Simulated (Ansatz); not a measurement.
# SnO2, response to strain

Consider SnO$_{2}$ in the rutile structure (space group P4_2/mnm, No. 136).

```
SnO2
1.0
    4.82757     0.00000     0.00000
    0.00000     4.82757     0.00000
    0.00000     0.00000     3.23813
Sn O
2 4
Direct
  0.00000   0.00000   0.00000
  0.50000   0.50000   0.50000
  0.30658   0.30658   0.00000
  0.80658   0.19342   0.50000
  0.19342   0.80658   0.50000
  0.69342   0.69342   0.00000
```

Strains are applied to the cell and any free atomic positions relax.

Method: PBE (Ansatz, a program for electronic structure, PAW, without spin-orbit coupling).

Notes on the quantities. energy relative to the base: free energy F.

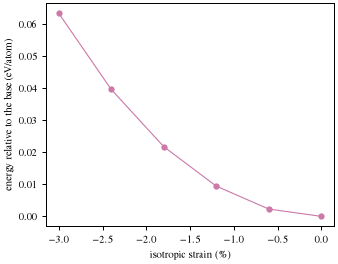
Fig. 1. Energy relative to the base against isotropic strain

```tsv
isotropic strain (%)	energy relative to the base
-3	+63 meV/atom
-2.4	+40 meV/atom
-1.8	+22 meV/atom
-1.2	+9.4 meV/atom
-0.6	+2.3 meV/atom
```

Stability against distortions was not tested.
